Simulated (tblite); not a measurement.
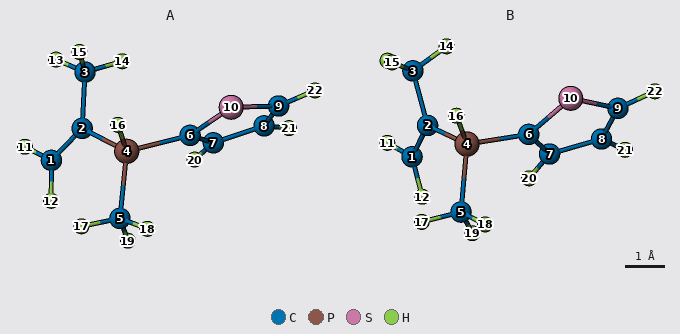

Two geometries of C8H12PS (charge +1), drawn at one scale. One is the start of a relaxation, the other its converged end. A ball-and-stick model, seen at a tilt.

These are results of GFN2-xTB geometry optimisation, gas phase in tblite 0.8.0, not measurements. 

Which of the two is the end point?

Structure A is the relaxed one. H12 moves most after the best rigid fit: 0.97 Å. By element the largest moves are H 0.97 Å, C 0.62 Å, S 0.33 Å, P 0.25 Å. Among the contacts that change: C2–P4 1.759 → 1.806 Å, C6–S10 1.697 → 1.742 Å, P4–C6 1.736 → 1.775 Å, C7–C8 1.428 → 1.404 Å. Among the angles between lasting bonds that change: C5–P4–H16 114.7° → 107.4°, C6–P4–H16 112.2° → 104.9°, C5–P4–C6 105.2° → 112.0°. Groups turn about C2–P4 by about 25°. Over 168 geometry steps the energy falls by 7.96 kcal/mol.
